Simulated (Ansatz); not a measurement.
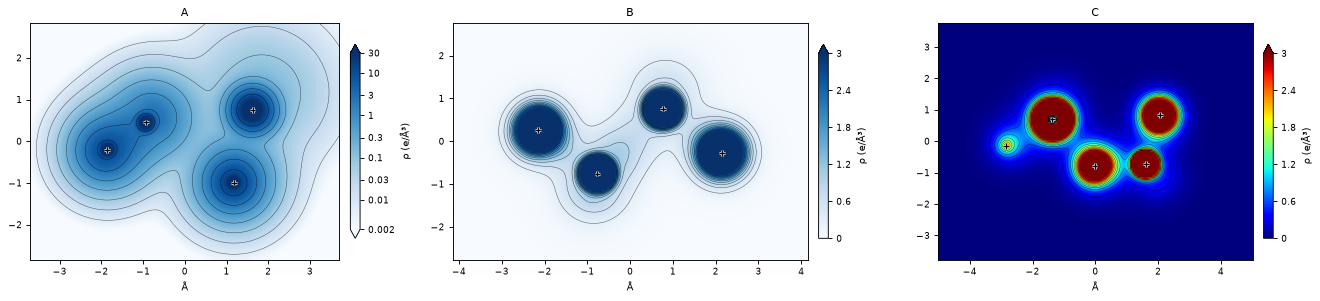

The electron density of 3 systems, each on a plane through atoms (crosses mark nuclei in the plane).

These are results of Ansatz, isolated molecule in a Gaussian basis; Kohn-Sham density functional theory, functional PBE0, not measurements.

System 1: F2PSi (charge −1), the molecular plane. Geometry: PBE0-D3(BJ)/def2-SVPD.

```
atom    x (Å)    y (Å)    z (Å)
   F  -1.3908   1.3520  -0.7296
   F   0.5743  -2.0628   1.0536
   P  -0.1339  -1.2796  -0.3038
  Si  -0.6846   0.5824   0.6418
```

System 2: CFMgO (SMILES O=[C][Mg][F]) (doublet), the molecular plane. Geometry: r2SCAN-D4/def2-SVP.

```tsv
atom	x (Å)	y (Å)	z (Å)
C	-0.1126	-0.1420	-0.9413
F	-1.1668	-0.9458	1.2469
Mg	-0.5036	0.7087	1.4619
O	-0.2088	-0.9355	-1.7413
```

System 3: FH5OSiSn (SMILES F[SiH2][O][SnH3]), the plane of atoms F1, Si3 and O2. Geometry: r2SCAN-D4/def2-SVP; core potentials replace the inner electrons of Sn.

```xyz
9

F    -4.3703    0.5373   -0.6873
O    -1.9943   -0.5105   -0.2009
Si   -3.5554   -0.8711   -0.5161
Sn   -1.0901    1.2680   -0.0010
H    -4.1873   -1.6039    0.6137
H    -3.6962   -1.6146   -1.7966
H     0.5244    0.8293    0.3293
H    -1.2785    2.0851   -1.4899
H    -1.8554    2.0648    1.3029
```

**Match each panel to its system.**

Panel A is system 2, CFMgO: the plane holds C, F, Mg and O. C–O (1.13 Å): ρ at the midpoint is about 4.2 e/Å³. Panel B is system 1, F2PSi: the plane holds F, P and Si. P–F (1.72 Å): ρ is about 1 e/Å³ halfway. Panel C is system 3, FH5OSiSn: the plane holds F, O, Si, Sn and H. Si–O (1.63 Å): ρ is about 1.2 e/Å³ halfway.
